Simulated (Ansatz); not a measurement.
Computed energy over volume and axial ratio: InAs (zinc blende)

InAs (zinc blende), conventional cell a = 6.087 Å, b = 6.087 Å, c = 6.087 Å, α = 90.00°, β = 90.00°, γ = 90.00°. The calculation uses the primitive cell of 2 atoms, to which meshes and values per cell refer.

Two coordinates are scanned: the volume, and the ratio of the stretch along z (the conventional c axis) to the stretch across it. Atoms keep their fractional coordinates.

The numbers are results of PBEsol (plane waves to 420 eV, PAW, scalar-relativistic; Ansatz, a program for electronic structure), not measurements. k mesh 9×9×9 (Γ-centred), Fermi-Dirac smearing 0.05 eV. Energies are smeared free energies. Stress and pressure are positive under compression. With partly filled bands, the response to shear is sensitive to the k mesh, so small differences along c/a are uncertain. At this level the bands of InAs touch or barely overlap; measurements give the solid a gap. InAs was relaxed with its symmetry unable to fall. The PAW data are Ansatz's earlier set. ΔE is measured from the relaxed starting cell.

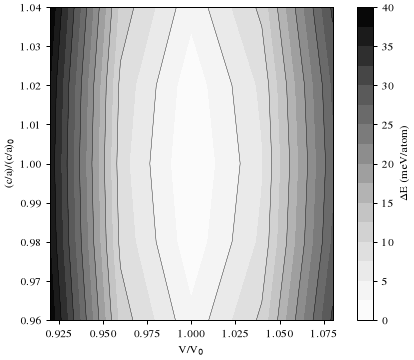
ΔE (meV/atom) over the 5×5 grid of computed points.

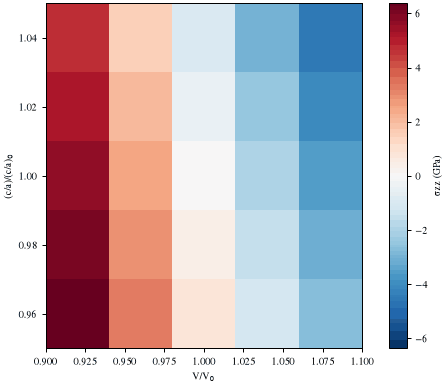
*σzz (GPa) over the 5×5 grid of computed points.*

The shear modulus C′ = (C11 − C12)/2 (fit, atoms clamped) is 17 GPa. Highest place on the grid: V/V₀ = 0.920, (c/a)/(c/a)₀ = 1.040 (40 meV/atom). Lowest place on the grid: V/V₀ = 1.000, (c/a)/(c/a)₀ = 1.000 (0 meV/atom).

Near the relaxed cell σzz − σxx = −2Cδ (compression positive), C being this modulus and δ the logarithm of the ratio.

(A scan under strain: stresses follow from slopes of the energy per volume, elastic moduli from its curvatures.)
